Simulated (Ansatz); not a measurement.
**H4OSiSnZn (SMILES [O]1[Zn][SiH2][SnH2]1): density, localisation and related maps**

```xyz
8

O    -0.1149   -1.5739    1.4219
Zn    0.7583   -0.0267    1.9159
Si    0.5828    1.3470   -0.0104
Sn   -0.5871   -0.9643   -0.4148
H     1.7961    1.6361   -0.8208
H    -0.2944    2.5478    0.0198
H    -2.2899   -0.9520   -0.5661
H     0.1492   -2.0140   -1.5455
```

Geometry: PBE0-D4/def2-TZVP; core potentials replace the inner electrons of Sn.

Computed with RKS PBE0-D4/def2-TZVPP in Ansatz 0.2.0.

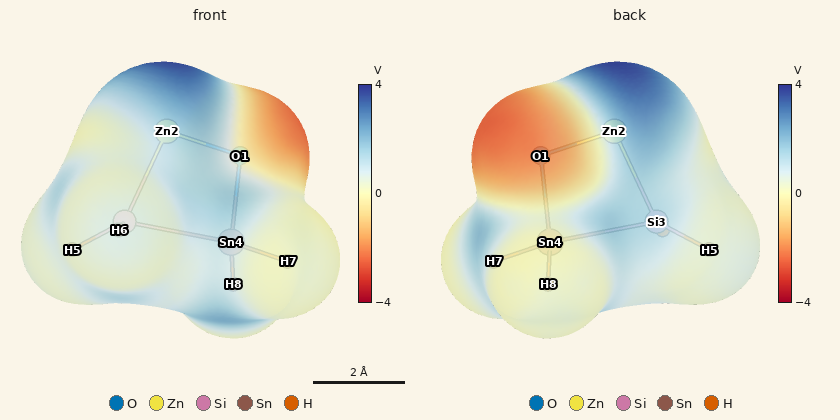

Figure 1. The electrostatic potential painted on the density surface at 0.004 e/bohr³, seen from the front and from behind; red is negative and blue positive.

Q: Which sites attract a positive test charge, and which a negative one?

A: A positive charge is drawn to the negative regions and a negative charge to the positive ones. The most negative region (about −2.4 V) lies over O1, the most positive (about +3.7 V) over Zn2. O1 is the likeliest acceptor of a hydrogen bond.

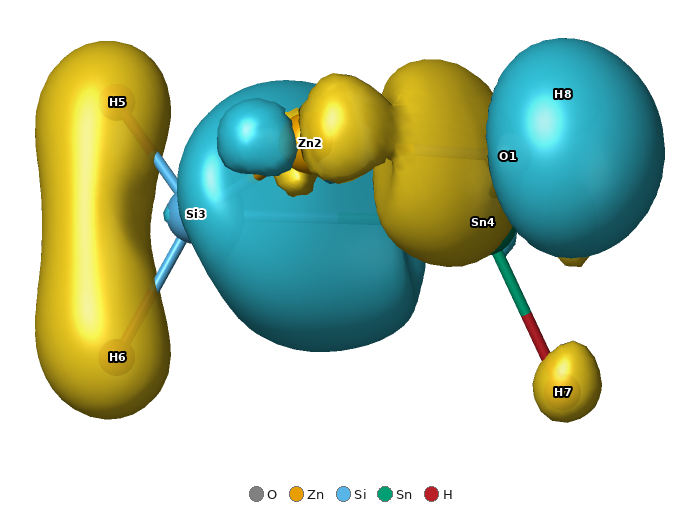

Figure 2. The HOMO−1 at ±0.1 Å⁻³ᐟ² (yellow and cyan are the two phases), seen from one side.

Q: Describe this orbital and give its energy.

A: It lies mainly on O1 (about 45 %), Si3 (about 20 %), Sn4 (about 15 %) and Zn2 (about 10 %). Its energy is −7.28 eV.
